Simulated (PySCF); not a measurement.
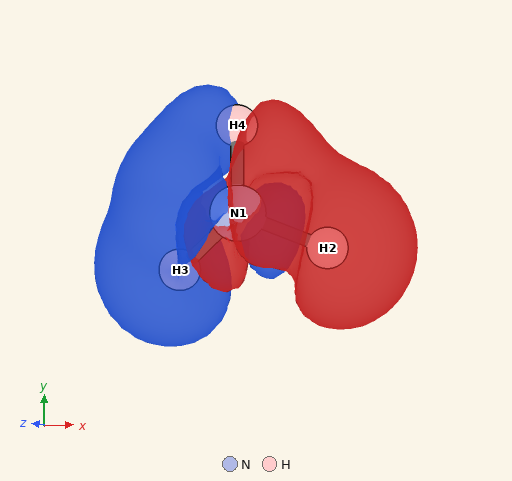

*H₃N, SMILES `N`. Change of the electron density in a uniform field of 0.21 V/Å, surfaces at ±0.001 e/Å³ (red: gain, blue: loss).*

Computed with PySCF, ωB97X/def2-TZVP, geometry: GFN2-xTB. No frequency check shows the geometry to be a minimum. A basis without diffuse functions makes polarisabilities too small.

The field was applied in both directions; the picture shows the one opposite to the script's first.

Question: Along which Cartesian direction does the field point?

Answer: Along −x: electrons gather on the +x side, against the field.

Question: How large is the response?

Answer: The induced dipole is 0.11 D (along the field); α along this axis, from the fields in both directions, is 11 bohr³ (1.6 Å³).

The PySCF run took 3.3 s on 1 thread of Intel(R) Xeon(R) 6975P-C (Granite Rapids), with other jobs on the host, peak memory 0.2 GiB.
